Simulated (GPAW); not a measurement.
# A GPAW job on CH5Sb (SbH2Me)

Aim: the charge distribution of CH5Sb (SbH2Me).

Program for the calculation: GPAW 26.7.0.

1 further run of the same task is left out (set aside as unsound or not needed). Runs told in other sessions of the task aren't counted.

### 1 The molecule

CH5Sb has 7 atoms, charge 0, and is taken as a singlet. As SMILES, `[H][Sb]([H])[CH3]`. Geometry: a GFN2-xTB relaxation, a rough one for these elements and not checked as a minimum.

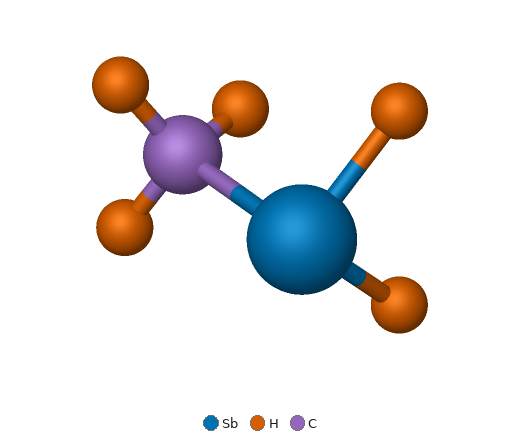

Viewed from a chosen angle; antimony blue, hydrogen orange, carbon purple.

### 2 The run

The input, sp.py:

```python
import numpy as np
from ase import Atoms
from ase.units import Bohr, Debye
from gpaw import GPAW

positions_bohr = np.array(
              [[  0.910243,   1.616755,   1.924421],
               [  3.528024,   1.624333,   0.071677],
               [ -0.344516,   3.870594,   0.018482],
               [ -0.802510,  -1.389837,  -0.235176],
               [  0.120716,  -3.164101,   0.207190],
               [ -0.626028,  -1.015860,  -2.240573],
               [ -2.785929,  -1.541884,   0.253979]])
mol = Atoms(['Sb', 'H', 'H', 'C', 'H', 'H', 'H'], positions=positions_bohr * Bohr)
mol.center(vacuum=5.0)

calc = GPAW(mode='fd', h=0.2, xc='BLYP', eigensolver='rmm-diis', maxiter=66, txt='-')
mol.calc = calc

energy = mol.get_potential_energy()
print(f'Energy                  {energy:.5f} eV')
forces = mol.get_forces()
print('Forces (eV/Ang)')
for symbol, f in zip(mol.symbols, forces):
    print(f'{symbol:2} {f[0]:9.4f} {f[1]:9.4f} {f[2]:9.4f}')
dipole = mol.get_dipole_moment() / Debye
print(f'Dipole                  {np.linalg.norm(dipole):.3f} D')
homo, lumo = calc.get_homo_lumo()
print(f'HOMO                    {homo:.3f} eV')
print(f'LUMO = {lumo:.3f} eV')
print(f'Gap                     {lumo - homo:.3f} eV')
```

Run with:

```sh
$ python sp.py > sp.log
```

What it wrote:

```text
__  _  _
 | _ |_)|_||  |
 |__||  | ||/\| - 26.7.0

units:  Angstrom and eV
cores:  1
OpenMP: False

Versions:
  Python: 3.12.14
  ASE:    3.29.0
  Numpy:  2.5.5
  Scipy:  1.18.1
  Libxc:  7.0.0

        _gpaw.cpython-312-aarch64-linux-gnu.so

Input parameters:
  mode=FD(),
  eigensolver=RMMDIIS(niter=1, diis_steps=1, max_buffer_mem=209715200, trial_step=None),
  h=0.2,
  maxiter=66,
  xc=XC(name='BLYP')
FileNotFoundError: Could not find required PAW dataset file "Sb.BLYP".

You need to set the GPAW_SETUP_PATH environment variable to point to
the directories where PAW dataset and basis files are stored.  See
```

Run time: 0.69 s. Hardware: 1 thread of Arm Neoverse V1, shared host; peak memory 0.095 GiB.

### 3 Reading the log

The program refused the input.

The log says `FileNotFoundError: Could not find required PAW dataset file "Sb.BLYP".`. Cause: a data file that the run needs (basis, dataset or core potential) isn't installed. To mend it, install or generate that file, or choose a functional or basis whose files are there.
